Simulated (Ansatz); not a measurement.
# Si2N: the cost of one run

Computed with Ansatz 0.2.0 (DFT PBE, scalar-relativistic, plane waves, PAW, unless a step's input says otherwise).

1 further run of the same task is left out (it didn't finish).

### 1 The system as given

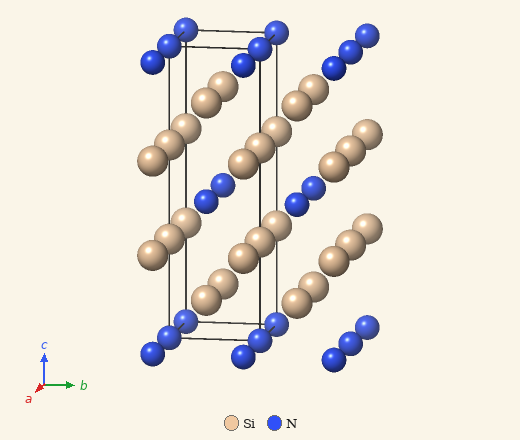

Start, viewed slightly off an axis; silicon light orange, nitrogen blue. 2×2×1 cells are drawn. Atoms on the faces are drawn again on the opposite ones. The cell drawn here is the conventional one.

As a file:

```
CELL_PARAMETERS angstrom
-1.50866 1.50866 4.85220
1.50866 -1.50866 4.85220
1.50866 1.50866 -4.85220
ATOMIC_POSITIONS crystal
Si 0.66158 0.66158 0.00000
Si 0.33842 0.33842 0.00000
N 0.00000 0.00000 0.00000
```

A structure generator made this guess: species swapped into a database cell of Ti2Rh (I4/mmm, No. 139), with Si on the Ti sites and N on the Rh sites. Lengths come from tabulated atomic sizes and are only a guess.

### 2 The guess as it stands, on a coarse mesh

File input.yaml:

```yaml
crystal:
  lattice:
    - [-1.50865658, 1.50865658, 4.85220308]
    - [1.50865658, -1.50865658, 4.85220308]
    - [1.50865658, 1.50865658, -4.85220308]
  atoms:
    - { symbol: Si, position: [0.66157895, 0.66157895, 0.0] }
    - { symbol: Si, position: [0.33842105, 0.33842105, 0.0] }
    - { symbol: "N", position: [0.0, 0.0, 0.0] }
basis:
  ecutwfc: 420
kpoints:
  mp_grid: { grid: [8, 8, 8] }
hamiltonian:
  xc: pbe
scf:
  occupations: { method: gaussian, width: 0.1 }
  lower_state_search: "off"
output:
  forces: true
  stress: true
  eigenvalues: true
```

Started as:

```
> ansatz run input.yaml --threads 1 --pin off --max-ram 2560MiB --backend cpu --events-out ev --progress --plain --runs-dir out
```

**Question.** How long does this run take on 1 thread of Arm Neoverse V1, shared host, and how much memory does it need?

About 1.7 s, with a peak of 0.3 GiB.
